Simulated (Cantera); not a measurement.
Input: 1 mol Pb, 0.076 mol CO, 63 mol H2, equilibrated at 49.5 Torr.

Equilibrium computed with Cantera from the NASA thermochemical tables; the gas is ideal and each condensed phase is pure. Candidate condensed phases: C, C6H6, C7H8, C8H18, H2O, Pb, PbO, PbO2, Pb3O4; 113 gas species. Rates play no part.

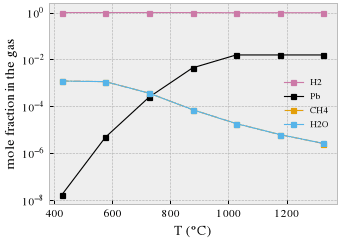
Fig. 1. Equilibrium gas composition (values under 1e-9 drawn at 1e-9)

From 427 °C to 877 °C the condensed part is Pb(l). From 1027 °C to 1327 °C nothing is condensed. The main Pb-bearing gas is Pb throughout.
